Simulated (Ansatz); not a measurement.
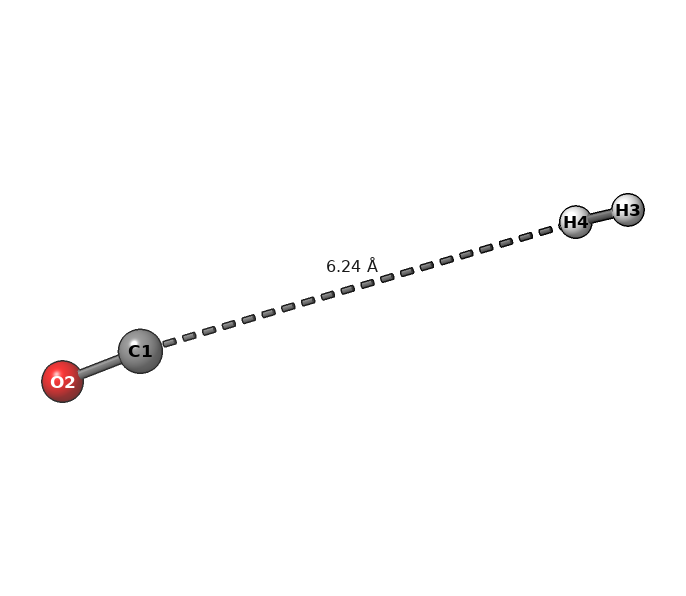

Two molecules or ions; the broken line marks their closest contact (measured against van der Waals radii). Geometry: a pair of rigid molecules at a changed separation. Program: Ansatz 0.2.0.

Q: Which two species are they?

A: CO and H2 (`[C-]#[O+].[H][H]`).

Give the counterpoise-corrected interaction energy (kcal/mol, monomers kept as in the pair) with RHF-CCSD(T) (frozen core)/def2-TZVPPD; PBE-D4/def2-TZVPPD; B3LYP-D4/def2-TZVPPD; PBE0-D4/def2-TZVPPD; r2SCAN-D4/def2-TZVPPD; ωB97M-V/def2-TZVPPD.

| level | interaction energy (kcal/mol) |
| --- | --- |
| RHF-CCSD(T) (frozen core)/def2-TZVPPD | 0.0 |
| PBE-D4/def2-TZVPPD | 0.0 |
| B3LYP-D4/def2-TZVPPD | 0.0 |
| PBE0-D4/def2-TZVPPD | 0.0 |
| r2SCAN-D4/def2-TZVPPD | 0.0 |
| ωB97M-V/def2-TZVPPD | 0.0 |
